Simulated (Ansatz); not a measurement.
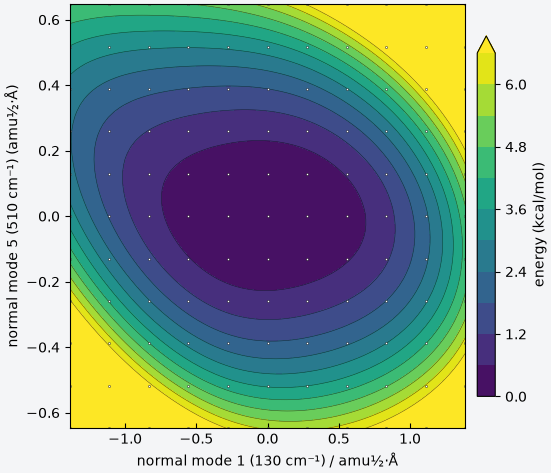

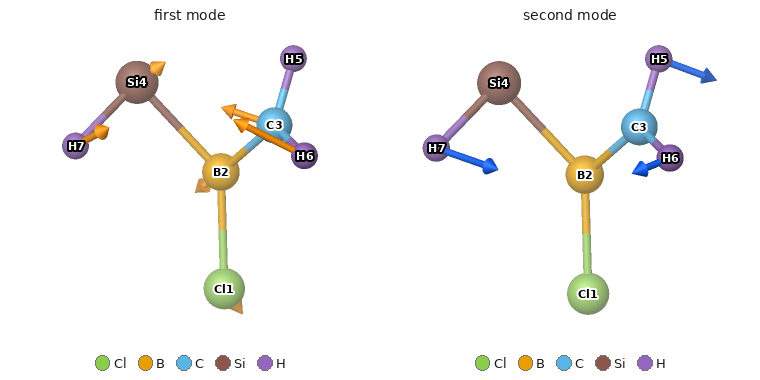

Energy landscape of CH3BClSi, charge −1. Coordinates scanned: (1) normal mode 1 (130 cm⁻¹); (2) normal mode 5 (510 cm⁻¹). Nothing is relaxed (straight displacements along the two mass-weighted modes). Grid: 11 × 11 points. All energies are given in kcal/mol relative to the lowest grid point. Level of theory: Ansatz 0.2.0, RKS B3LYP-D4/def2-SVPD.

In the figure: filled contours, dots at the grid points, one colour for all values above the top of the scale. Between grid points the surface is interpolated. The second picture is the structure at the lowest point

**Summarise what can be read from the map.**

The lowest grid point is at normal mode 1 (130 cm⁻¹) = 0.000 amu½·Å, normal mode 5 (510 cm⁻¹) = 0.000 amu½·Å. No other kind of well shows on this grid. The highest grid point, normal mode 1 (130 cm⁻¹) = 1.388 amu½·Å, normal mode 5 (510 cm⁻¹) = 0.647 amu½·Å, lies 19.5 kcal/mol above the lowest.

Time for the 121 points that were run: 13 min on 1 thread of Arm Neoverse V1 (shared host).
